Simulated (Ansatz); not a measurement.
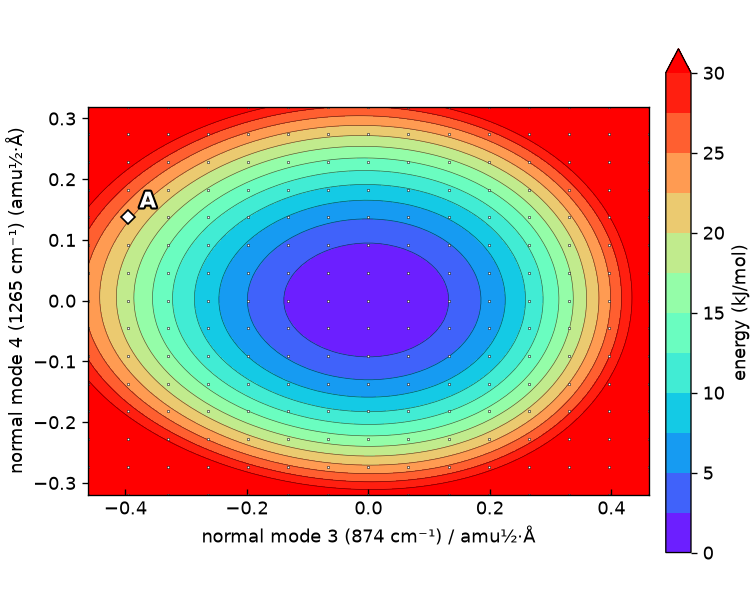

CHF2, SMILES F[CH-]F, charge −1. The first coordinate is: normal mode 3 (874 cm⁻¹); the second: normal mode 4 (1265 cm⁻¹). Nothing is relaxed (straight displacements along the two mass-weighted modes). The grid has 15 × 15 points. Points are written as (first, second). Energies are in kJ/mol, from the relaxed molecule at the same level. The calculation used Ansatz 0.2.0, RKS PBE0-D4/def2-TZVPD.

In the figure: filled contours, dots at the grid points, one colour for all values above the top of the scale, the point A. Between grid points the surface is interpolated.

Q: Is A at rest? If not, where is it pushed?

A: A, at (−0.396 amu½·Å, 0.137 amu½·Å), is not a stationary point. The computed force is 84 kJ/mol for each amu½·Å towards larger values of normal mode 3 (874 cm⁻¹) and 69 kJ/mol for each amu½·Å towards smaller values of normal mode 4 (1265 cm⁻¹).
